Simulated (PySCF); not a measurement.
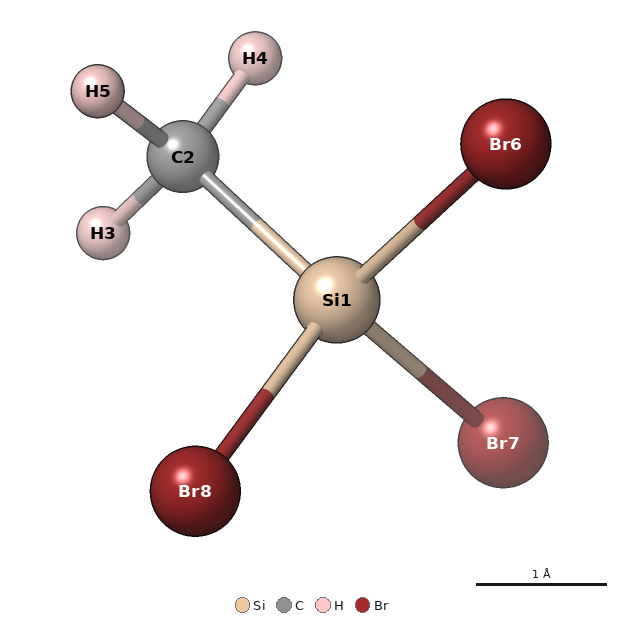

Orthographic view. Depth is shown by fading: the farther an atom, the more it takes the colour of the background. Computed geometry: PBE0-D3(BJ)/def2-SVP optimisation. No frequency run is at hand to confirm it as a minimum.

Write a MOL file (V2000) with the atoms in numerical order, bonds sorted by atom number with the orders drawn, and coordinates in the frame of the picture: x right, y up, z towards the viewer, origin at the mean position.

```
CH3Br3Si
                    3D

  8  7  0  0  0  0  0  0  0  0999 V2000
    0.5000   -0.4600    0.3700 Si  0  0  0  0  0  4  0  0  0  0  0  0
   -0.6900    0.6400   -0.5200 C   0  0  0  0  0  0  0  0  0  0  0  0
   -1.3100    0.0500   -1.2200 H   0  0  0  0  0  0  0  0  0  0  0  0
   -0.1300    1.4000   -1.0900 H   0  0  0  0  0  0  0  0  0  0  0  0
   -1.3500    1.1400    0.2000 H   0  0  0  0  0  0  0  0  0  0  0  0
    1.8000    0.7400    1.7000 Br  0  0  0  0  0  0  0  0  0  0  0  0
    1.7800   -1.5700   -1.0600 Br  0  0  0  0  0  0  0  0  0  0  0  0
   -0.6000   -1.9400    1.6100 Br  0  0  0  0  0  0  0  0  0  0  0  0
  1  2  1  0
  1  6  1  0
  1  7  1  0
  1  8  1  0
  2  3  1  0
  2  4  1  0
  2  5  1  0
M  END
```
